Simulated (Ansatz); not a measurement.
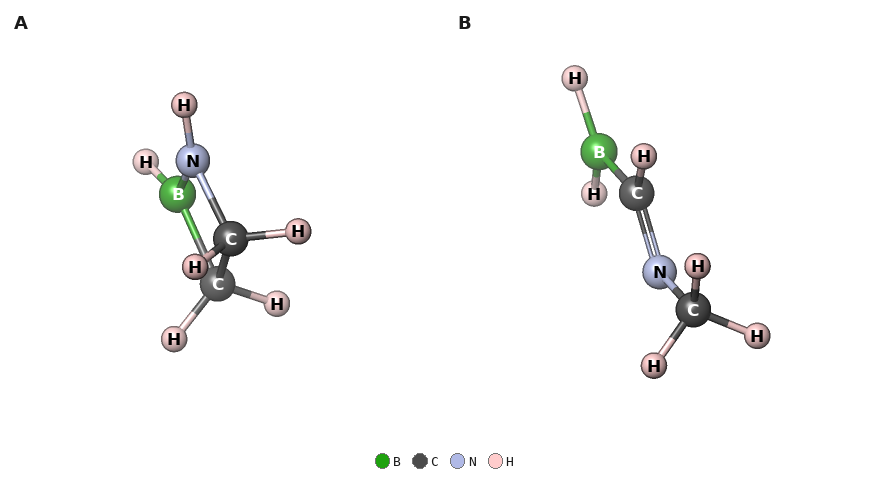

Distant atoms are faded towards the background colour. The computed structure is the end point of a PBE-D4/def2-SVP optimisation. No frequency run is at hand to confirm it as a minimum.

**Are A and B the same structure? If not, how do they differ?**

No. They are constitutional isomers of C2H6BN: A is B1CCN1, B is B/C=N/C
